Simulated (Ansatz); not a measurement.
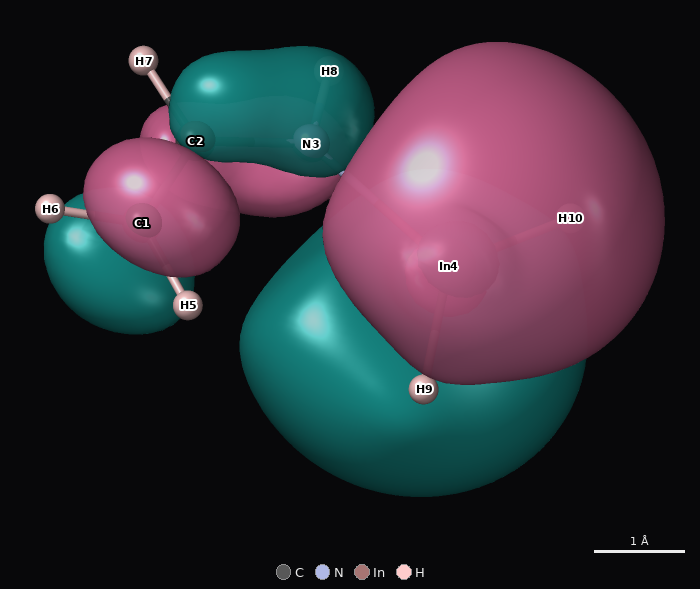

C₂H₆InN. One frontier orbital at ±0.06 Å⁻³ᐟ² (teal and pink are the two phases), seen at a tilt.

Core potentials replace the inner electrons of In.

Computed with Ansatz 0.2.0, RKS PBE-D4/def2-SVP.

```yaml
atoms:
  - { symbol: C, position_ang: [0.7137, 1.3035, 0.9062] }
  - { symbol: C, position_ang: [0.9639, -0.0091, 0.6812] }
  - { symbol: N, position_ang: [0.2469, -0.8906, -0.1166] }
  - { symbol: In, position_ang: [-1.4778, -0.6424, -1.2511] }
  - { symbol: H, position_ang: [-0.1380, 1.8279, 0.4434] }
  - { symbol: H, position_ang: [1.3716, 1.8790, 1.5709] }
  - { symbol: H, position_ang: [1.8411, -0.4642, 1.1817] }
  - { symbol: H, position_ang: [0.6527, -1.8290, -0.1335] }
  - { symbol: H, position_ang: [-2.2234, 0.9108, -1.2474] }
  - { symbol: H, position_ang: [-1.8677, -2.1371, -2.0320] }
```

**Which orbital is it: HOMO or LUMO?**

The LUMO, at −2.22 eV. It lies mainly on In4 (about 75 %) and N3 (about 5 %); it changes sign across the molecular plane (π type).
